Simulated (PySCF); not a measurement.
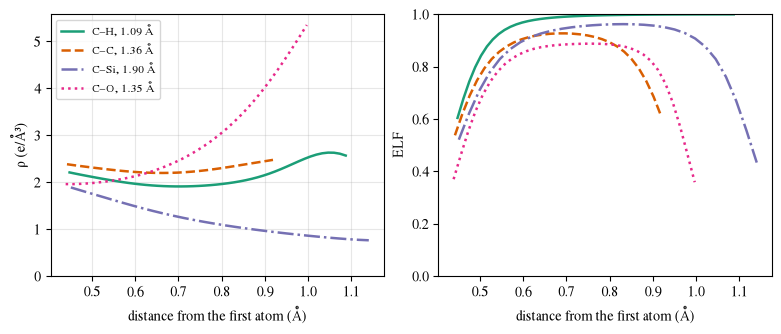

Figure 1: C5H8OSi (SMILES [SiH3]Cc1ccco1). Electron density and ELF along straight lines between neighbouring atoms. The curves leave out the atomic cores.

Geometry: PBE0-D3(BJ)/def2-SVP.

Computed with PySCF, PBE0/pcSseg-1, SCF density, gas phase, non-relativistic.

Input

```
{"job": {"kind": "nmr", "xc": "PBE0", "basis": "pcSseg-1"}, "charge": 0, "multiplicity": 1}
Si    -2.369040    -0.300820     0.244099
C     -0.973876    -1.301557    -0.570131
C      0.378992    -0.760974    -0.298877
C      1.418137    -1.174866     0.487298
C      2.441845    -0.182729     0.359013
C      1.945842     0.756392    -0.491971
O      0.700313     0.414425    -0.889950
H     -2.222672    -0.349087     1.730269
H     -2.325617     1.120826    -0.207276
H     -3.690767    -0.891093    -0.134334
H     -1.030972    -2.335903    -0.198948
H     -1.164620    -1.338352    -1.656671
H      1.448489    -2.084577     1.083032
H      3.420020    -0.174814     0.835135
H      2.340949     1.684368    -0.896787
```

Launched as:

```sh
OMP_NUM_THREADS=1 python probes_run.py task.json out
```

What can be read from the curves?

Answer. C–H (1.09 Å): the density is about 2 e/Å³ at the midpoint; the ELF climbs to about 1 towards the hydrogen, as it does in any bond to H: an ordinary covalent bond to hydrogen.
C–C (1.36 Å): ρ is about 2.2 e/Å³ halfway; the ELF peaks at about 0.95 between the atoms (a covalent bond).
C–Si (1.90 Å): the density is about 0.91 e/Å³ at the midpoint; the ELF peaks at about 0.95 between the atoms (a shared electron pair).
C–O (1.35 Å): the density is about 2.4 e/Å³ at the midpoint, with its minimum of 2 e/Å³ about 0.5 Å from C; the ELF peaks at about 0.90 between the atoms (a shared but strongly polarised pair).
